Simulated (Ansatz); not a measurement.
All values below come from PBE (plane waves to 420 eV, PAW; Ansatz, an electronic-structure program).

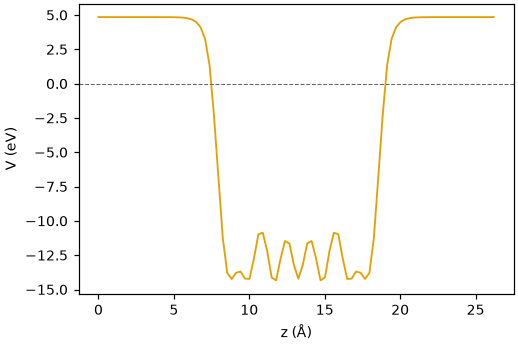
Figure. Plane-averaged electrostatic potential energy along the normal, in eV from the Fermi level, for the (10-12) surface of hcp Os in its 1x1 cell, outermost plane spacing 0.54 Å in the ideal cut (one of several cuts of this face)

Slab: 14 atoms, 10.2 Å thick at the start (thin: gaps and levels are the slab's own); k 14x6x1, smearing 0.1 eV, dipole-corrected; all atoms relaxed; start symmetry kept, larger cells not searched; no spin, no spin-orbit, no U.

The vacuum level lies 4.85 eV above the Fermi level over the top face and 4.85 eV above it under the bottom face.
